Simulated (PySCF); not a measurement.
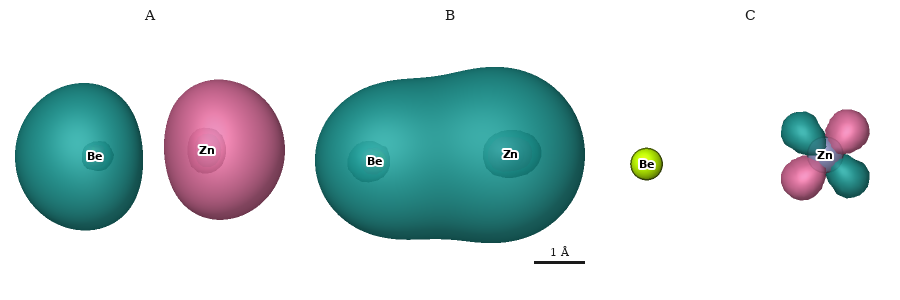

Figure 1: BeZn. Three frontier orbitals, each drawn at the value that holds 80 % of its norm (teal and pink are the two phases), in no order; of a degenerate pair one member is drawn.

All numbers below come from PBE0/cc-pVDZ(-PP), non-relativistic Hamiltonian with scalar-relativistic core potentials where named, at a bond length of 2.824 Å in PySCF.

Label each orbital by symmetry, say whether it is occupied, and order them by energy.

Answer. Orbital C: π, occupied, −13.17 eV; almost wholly on Zn.
Orbital B: σ, occupied, −7.95 eV; shared between the atoms (Be 40 %, Zn 60 %).
Orbital A: σ, occupied, −5.60 eV; shared between the atoms (Be 60 %, Zn 40 %).
